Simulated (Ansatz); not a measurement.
Input file:

```
crystal:
  periodic: [false, false, false]
  atoms:
    - { symbol: Si, position_ang: [0.0, 0.0, 0.0] }
    - { symbol: H, position_ang: [0.0, 0.0, 1.81] }
    - { symbol: O, position_ang: [1.5842, 0.0, -0.5594] }
    - { symbol: H, position_ang: [1.9006, -0.9521, -0.6761] }
    - { symbol: O, position_ang: [-0.7913, 1.3709, -0.5594] }
    - { symbol: H, position_ang: [-1.7491, 1.1401, -0.7818] }
    - { symbol: O, position_ang: [-0.7913, -1.3709, -0.5594] }
    - { symbol: H, position_ang: [-1.2459, -1.8365, 0.2129] }
    - { symbol: O, position_ang: [1.0384, 1.566, 0.6243] }
    - { symbol: H, position_ang: [1.8153, 1.2522, 1.1883] }
    - { symbol: H, position_ang: [0.5308, 0.8005, 1.7351] }
basis:
  gaussian: { orbitals: def2-SVP }
hamiltonian:
  xc: pbe0
relax:
  f_tol: 0.15
  max_steps: 25
  restrain:
    - { distance: [0, 8], at: 2.88, k: 30.0 }
    - { distance: [10, 1], at: 1.86, k: 30.0 }
    - { distance: [0, 1], at: 1.46, k: 30.0 }
    - { distance: [10, 8], at: 1.01, k: 30.0 }
output:
  orbitals: {}
```

Command:

```sh
ansatz run input.yaml --threads 2 --pin off --max-ram 3072MiB --backend cpu --events-out ev --progress --plain --runs-dir out
```

The fields are those of the run's last geometry, not of the input's.

Not at a stationary point (largest force 1.0 eV/Å).

Level of theory: Ansatz 0.2.0, RKS PBE0/def2-SVP.

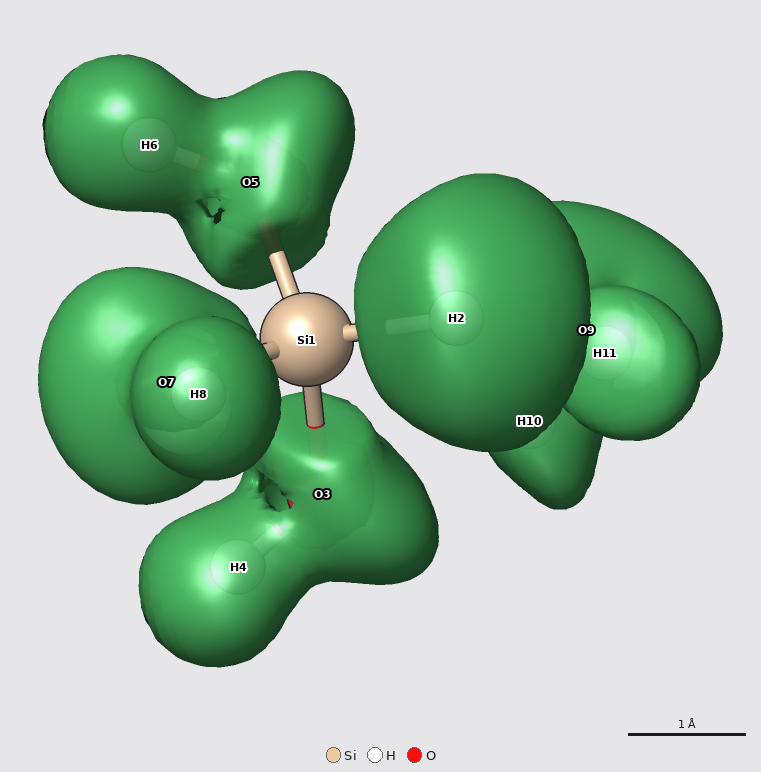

H4O3Si···H2O. Isosurface of the ELF at 0.75 (green), seen at a tilt. Core shells and regions of very low density are left out.

### Identify the bonds, lone pairs and shells in this picture.

At this value the surface marks out one region around a hydrogen nucleus and four joined regions spread over several atoms (H, O), in which their bonds and any lone pairs are merged. Profiles from the grid: O3···H10 (2.07 Å): the ELF dips to about 0.05 between them (by its geometry a hydrogen bond between the two molecules, with no shared pair). Si–O (1.64 Å): the ELF peaks at about 0.90 between the atoms, as expected for a shared but strongly polarised pair.
